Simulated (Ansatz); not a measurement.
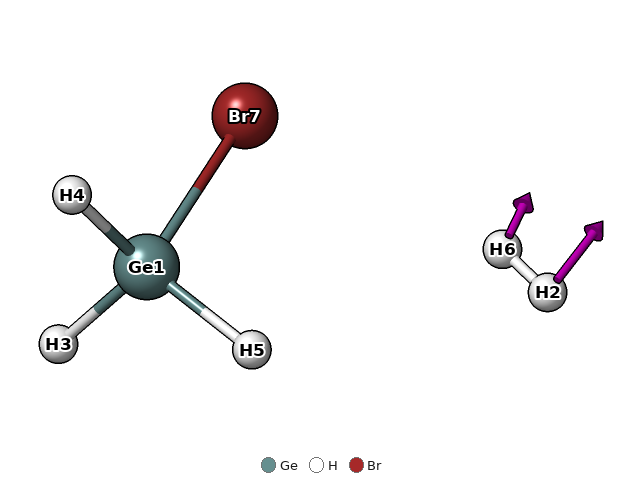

The arrows show one normal mode. Harmonic vibrations computed with RKS PBE0-D4/def2-TZVP (Ansatz 0.2.0) at a stationary point of the same level.

Question: Estimate its harmonic wavenumber.

Answer: 61 cm⁻¹; it is mode 2 of 15 counted from the lowest.
